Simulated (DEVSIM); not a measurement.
Device: illuminated GaAs p-on-n cell, one wavelength, at 300 K.

```tsv
layer (left to right)	material	thickness (μm)	Nd (cm⁻³)	Na (cm⁻³)	τn (s)	τp (s)	absorption coefficient (cm⁻¹)
1	GaAs	0.810	-	8.8e17	5.9e-11	4.6e-10	5700
2	GaAs	0.800	1.1e17	-	3.1e-9	9.3e-11	5700
```

Left contact: ohmic, minority electron recombination velocity 300 cm/s. Right contact: ohmic, minority hole recombination velocity 1e6 cm/s. Voltage is applied to the left contact. Recombination: SRH at mid-gap, radiative, Auger. Light enters at the left, 3.9e17 photons cm⁻² s⁻¹, one pass, no reflection. Mobility is constant in doping.

This is a model device: material constants are rounded textbook-type values typed into the input, and sizes, dopings and lifetimes were drawn at random. Values at 300 K.

```csv
parameter,GaAs
gap (eV),1.424
affinity (eV),4.07
permittivity,12.9
Nc (cm⁻³),4.7e17
Nv (cm⁻³),9e18
μn (cm²/Vs),8500
μp (cm²/Vs),400
B (cm³/s),2e-10
Cn (cm⁶/s),1e-30
Cp (cm⁶/s),1e-30
```

Model (solved in DEVSIM): 1D drift-diffusion, Boltzmann statistics, complete ionisation; no tunnelling, impact ionisation, image-force lowering or self-heating.

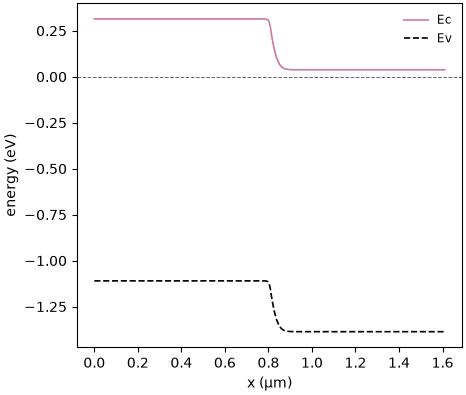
Fig. 1. Band edges at 1.05 V on the left contact, in the dark

Energies count from the Fermi level of the right contact; mesh points crowd at the junctions.

```json
[
 {"x (μm)": "0.000", "Ec (eV)": "0.314", "Ev (eV)": "-1.110", "n (cm⁻³)": "2.0e12", "p (cm⁻³)": "8.8e17", "field (V/cm)": "≈ 0"},
 {"x (μm)": "0.01653", "Ec (eV)": "0.314", "Ev (eV)": "-1.110", "n (cm⁻³)": "2.0e12", "p (cm⁻³)": "8.8e17", "field (V/cm)": "≈ 0"},
 {"x (μm)": "0.04375", "Ec (eV)": "0.314", "Ev (eV)": "-1.110", "n (cm⁻³)": "2.0e12", "p (cm⁻³)": "8.8e17", "field (V/cm)": "≈ 0"},
 {"x (μm)": "0.08856", "Ec (eV)": "0.314", "Ev (eV)": "-1.110", "n (cm⁻³)": "2.0e12", "p (cm⁻³)": "8.8e17", "field (V/cm)": "≈ 0"},
 {"x (μm)": "0.1935", "Ec (eV)": "0.314", "Ev (eV)": "-1.110", "n (cm⁻³)": "2.0e12", "p (cm⁻³)": "8.8e17", "field (V/cm)": "≈ 0"},
 {"x (μm)": "0.3351", "Ec (eV)": "0.314", "Ev (eV)": "-1.110", "n (cm⁻³)": "2.1e12", "p (cm⁻³)": "8.8e17", "field (V/cm)": "≈ 0"},
 {"x (μm)": "0.5188", "Ec (eV)": "0.314", "Ev (eV)": "-1.110", "n (cm⁻³)": "2.2e12", "p (cm⁻³)": "8.8e17", "field (V/cm)": "≈ 0"},
 {"x (μm)": "0.6705", "Ec (eV)": "0.314", "Ev (eV)": "-1.110", "n (cm⁻³)": "2.3e12", "p (cm⁻³)": "8.8e17", "field (V/cm)": "≈ 0"},
 {"x (μm)": "0.7353", "Ec (eV)": "0.314", "Ev (eV)": "-1.110", "n (cm⁻³)": "2.4e12", "p (cm⁻³)": "8.8e17", "field (V/cm)": "≈ 0"},
 {"x (μm)": "0.7723", "Ec (eV)": "0.314", "Ev (eV)": "-1.110", "n (cm⁻³)": "2.5e12", "p (cm⁻³)": "8.8e17", "field (V/cm)": "-46"},
 {"x (μm)": "0.7971", "Ec (eV)": "0.309", "Ev (eV)": "-1.115", "n (cm⁻³)": "3.0e12", "p (cm⁻³)": "7.4e17", "field (V/cm)": "-9500"},
 {"x (μm)": "0.8166", "Ec (eV)": "0.211", "Ev (eV)": "-1.213", "n (cm⁻³)": "1.3e14", "p (cm⁻³)": "1.6e16", "field (V/cm)": "-68000"},
 {"x (μm)": "0.8374", "Ec (eV)": "0.103", "Ev (eV)": "-1.321", "n (cm⁻³)": "8.6e15", "p (cm⁻³)": "2.5e14", "field (V/cm)": "-36000"},
 {"x (μm)": "0.8717", "Ec (eV)": "0.044", "Ev (eV)": "-1.380", "n (cm⁻³)": "8.5e16", "p (cm⁻³)": "2.5e13", "field (V/cm)": "-5100"},
 {"x (μm)": "0.9518", "Ec (eV)": "0.038", "Ev (eV)": "-1.386", "n (cm⁻³)": "1.1e17", "p (cm⁻³)": "1.5e13", "field (V/cm)": "-12"},
 {"x (μm)": "1.060", "Ec (eV)": "0.038", "Ev (eV)": "-1.387", "n (cm⁻³)": "1.1e17", "p (cm⁻³)": "1.0e13", "field (V/cm)": "≈ 0"},
 {"x (μm)": "1.226", "Ec (eV)": "0.038", "Ev (eV)": "-1.387", "n (cm⁻³)": "1.1e17", "p (cm⁻³)": "5.9e12", "field (V/cm)": "≈ 0"},
 {"x (μm)": "1.387", "Ec (eV)": "0.038", "Ev (eV)": "-1.387", "n (cm⁻³)": "1.1e17", "p (cm⁻³)": "3.2e12", "field (V/cm)": "≈ 0"},
 {"x (μm)": "1.506", "Ec (eV)": "0.038", "Ev (eV)": "-1.387", "n (cm⁻³)": "1.1e17", "p (cm⁻³)": "1.9e12", "field (V/cm)": "≈ 0"},
 {"x (μm)": "1.557", "Ec (eV)": "0.038", "Ev (eV)": "-1.387", "n (cm⁻³)": "1.1e17", "p (cm⁻³)": "1.4e12", "field (V/cm)": "≈ 0"},
 {"x (μm)": "1.588", "Ec (eV)": "0.038", "Ev (eV)": "-1.387", "n (cm⁻³)": "1.1e17", "p (cm⁻³)": "1.1e12", "field (V/cm)": "≈ 0"},
 {"x (μm)": "1.610", "Ec (eV)": "0.038", "Ev (eV)": "-1.387", "n (cm⁻³)": "1.1e17", "p (cm⁻³)": "8.9e11", "field (V/cm)": "≈ 0"}
]
```
